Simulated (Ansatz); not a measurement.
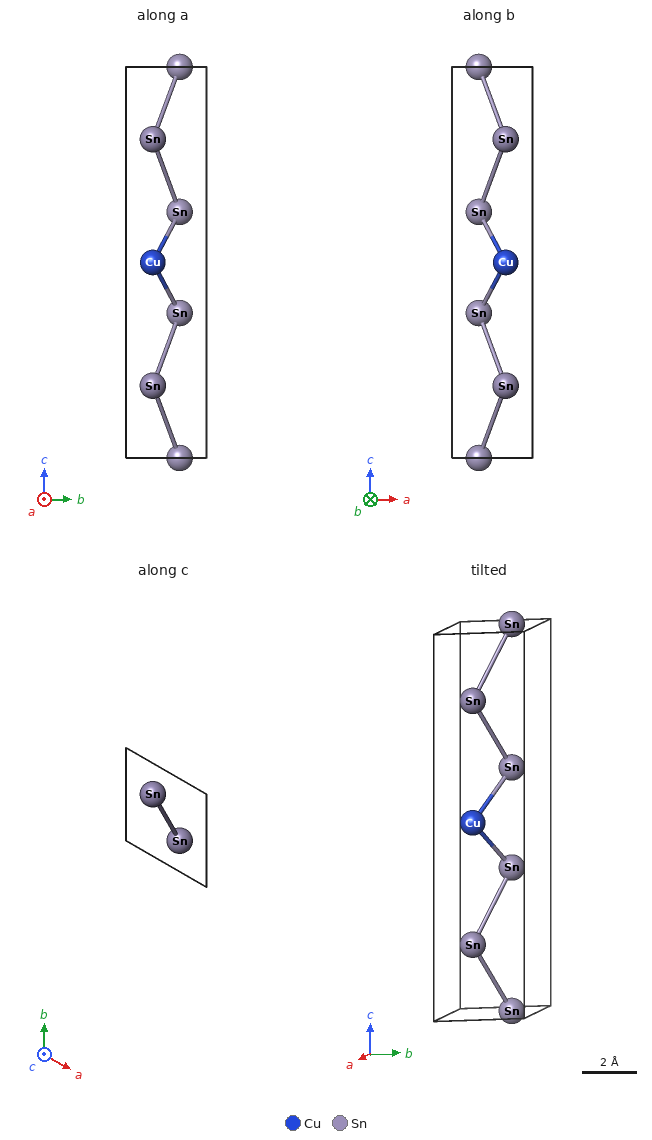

Structure drawing (ball-and-stick), viewed along the a axis, along the b axis, along the c axis and slightly off an axis. One conventional unit cell is framed, with atoms on its boundary repeated.

Lattice parameters: a = 3.4697 Å, b = 3.4697 Å, c = 14.5941 Å, α = 90.000°, β = 90.000°, γ = 120.000°.

### Give the structure in the form of a CIF with its space group and independent sites, with free fractional coordinates to two decimals.

```cif
data_structure
_symmetry_space_group_name_H-M 'P -6 m 2'
_symmetry_Int_Tables_number 187
_cell_length_a 3.4697
_cell_length_b 3.4697
_cell_length_c 14.5941
_cell_angle_alpha 90.000
_cell_angle_beta 90.000
_cell_angle_gamma 120.000
_cell_volume 152.16
loop_
_atom_site_label
_atom_site_type_symbol
_atom_site_symmetry_multiplicity
_atom_site_Wyckoff_symbol
_atom_site_fract_x
_atom_site_fract_y
_atom_site_fract_z
_atom_site_occupancy
Cu1 Cu 1 f 0.6667 0.3333 0.50 1
Sn1 Sn 2 h 0.3333 0.6667 0.63 1
Sn2 Sn 1 c 0.3333 0.6667 0.00 1
Sn3 Sn 2 i 0.6667 0.3333 0.82 1
```

It goes back to a structure type filled with these elements by a generator (whether the compound takes this form wasn't checked). The picture shows the end point of a geometry optimisation with DFT PBE, scalar-relativistic, plane waves, PAW in Ansatz.
